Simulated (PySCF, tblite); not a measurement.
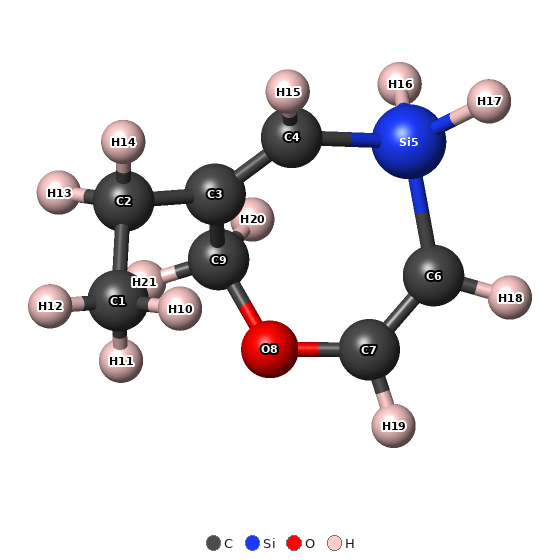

The molecule: C₇H₁₂OSi, SMILES CCC1=C[SiH2]C=COC1.

GIAO shifts, PBE0/pcSseg-1, PySCF 2.14.0, at a GFN2-xTB geometry (a minimum by its frequencies), against TMS for ¹³C, TMS for ¹H and TMS for ²⁹Si computed at the same level. Gas phase, fully decoupled, line heights follow the number of nuclei, widths are arbitrary (no quadrupolar broadening); values of one conformer, averaged over nuclei that symmetry, rotation about single bonds or ring flips exchange, these motions taken as fast; other conformers aren't averaged in.

> Predict the ¹³C spectrum.

7 signals.


| δ (ppm) | nuclei | atoms |
| --- | --- | --- |
| 169.4 | 1 | C7 |
| 165.6 | 1 | C3 |
| 134.4 | 1 | C4 |
| 91.0 | 1 | C6 |
| 74.6 | 1 | C9 |
| 41.5 | 1 | C2 |
| 17.0 | 1 | C1 |

> Predict the ¹H spectrum.

7 signals.


| δ (ppm) | nuclei | atoms |
| --- | --- | --- |
| 7.08 | 1 | H19 |
| 6.41 | 1 | H15 |
| 4.83 | 2 | H16, H17 |
| 4.81 | 2 | H20, H21 |
| 4.29 | 1 | H18 |
| 2.21 | 2 | H13, H14 |
| 1.24 | 3 | H10, H11, H12 |

The order of signals that lie close, as those under 0.08 ppm apart, is within the error of the method.

> Which ²⁹Si signals does it give?

1 signal.


```
δ (ppm)  nuclei  atoms
  −67.1       1    Si5
```

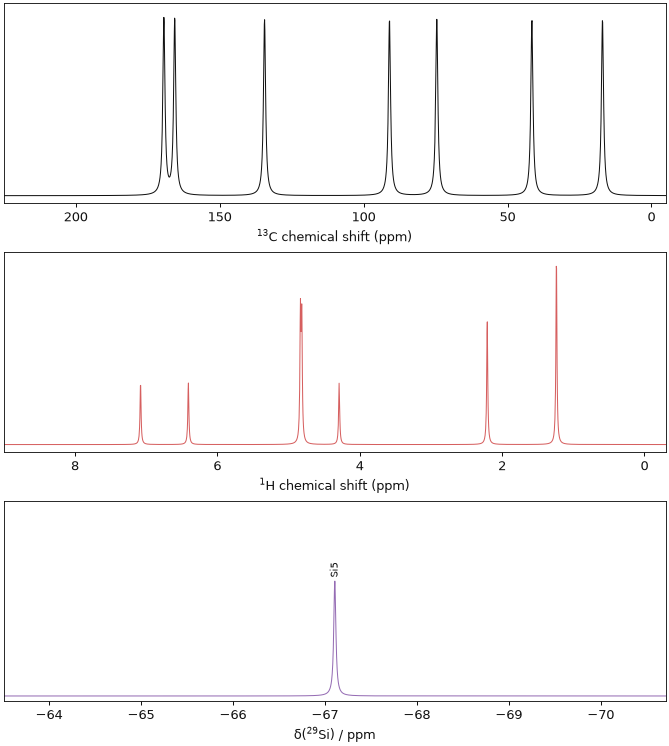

Caveats: the tight-binding geometry is rougher than a DFT one and adds to the error.
